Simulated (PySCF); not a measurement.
**GeC (charge −1, doublet): density, localisation and related maps**

```yaml
atoms:
  - { symbol: Ge, position_ang: [0.0000, 0.0000, -0.2448] }
  - { symbol: C, position_ang: [0.0000, 0.0000, 1.5082] }
```

⟨S²⟩ = 0.83, above the pure value of 0.75.

These are results of PySCF, PBE0/aug-cc-pVDZ-DK/X2C, spin-free X2C-1e, Gaussian nucleus, at a bond length of 1.753 Å, not measurements.

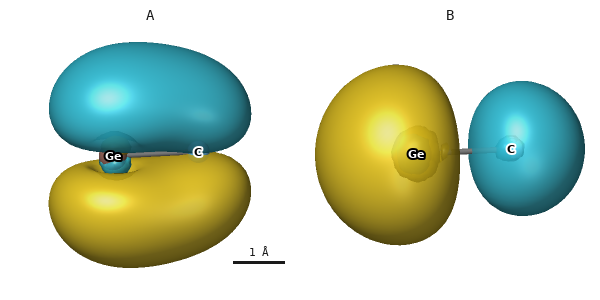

Figure 1. Two frontier β-spin orbitals, each drawn at the value that holds 80 % of its norm (yellow and cyan are the two phases), in no order; of a degenerate pair one member is drawn.

### Label each orbital by symmetry, say whether it is occupied, and order them by energy.

Orbital B: σ, occupied in this spin, −4.06 eV; shared between the atoms (Ge 70 %, C 30 %).
Orbital A: π, occupied in this spin, −0.23 eV; bonding, with no node between the atoms.

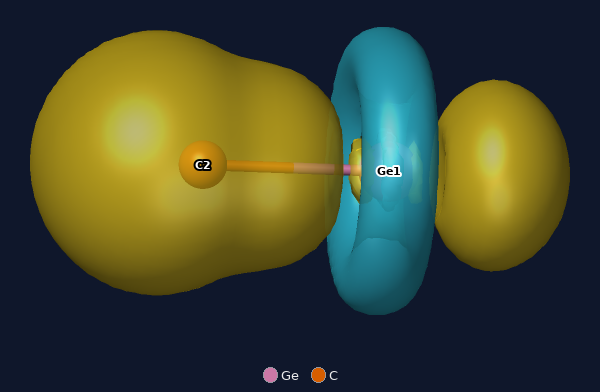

Figure 2. Isosurfaces of the spin density (α minus β) at +0.02 (yellow) and −0.02 e/Å³ (cyan), seen from one side.

### Which atoms carry the spin?

The unpaired spin (1 electron) lies mostly on C2 (about 1.0), in electrons by Hirshfeld's partition.

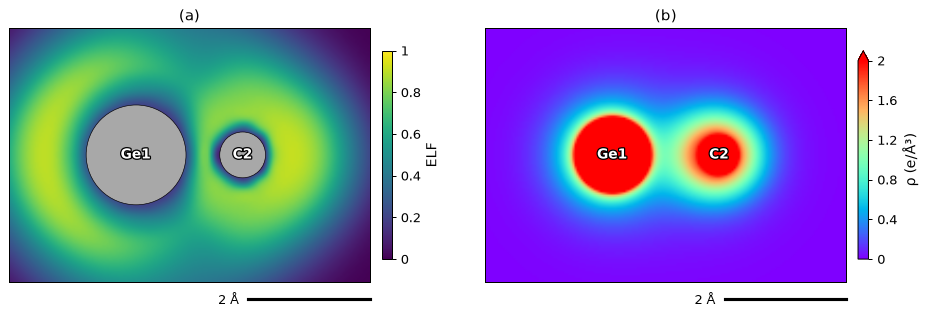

Figure 3. (a) ELF; (b) total electron density on a plane that holds the molecular axis. Grey discs cover the atomic cores in the ELF map.

### What does the map show?

The section cuts through Ge and C sites. C–Ge (1.75 Å): ρ is about 0.98 e/Å³ halfway; the ELF peaks at about 0.80 in the valence shell of C, 0.6 Å from its nucleus, and is about 0.35 at the midpoint. The ELF also peaks beside C2, away from the bonds: non-bonding electrons, paired or unpaired.
